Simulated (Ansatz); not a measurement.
The starting structures come from a database of crystals and need not be the phases stable at ambient conditions.

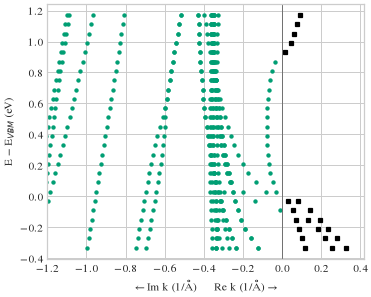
Figure: Complex bands at the centre of the two-dimensional zone; PBEsol run with Ansatz (a first-principles code)

No gap correction and no spin-orbit coupling; mid-gap values are interpolated between computed energies.

Task: This is Cd(InSe$_{2}$)$_{2}$ (I-4, not sure to be the ambient phase, 7 atoms a cell, 29.4 Å³ an atom) along the normal of (100). Read off the slowest decay at the centre of the two-dimensional zone at 0.45 eV, the computed energy nearest the middle of the gap.

Result: κ ≈ 0.08 1/Å, a decay length 1/(2κ) of the density of 6.3 Å.
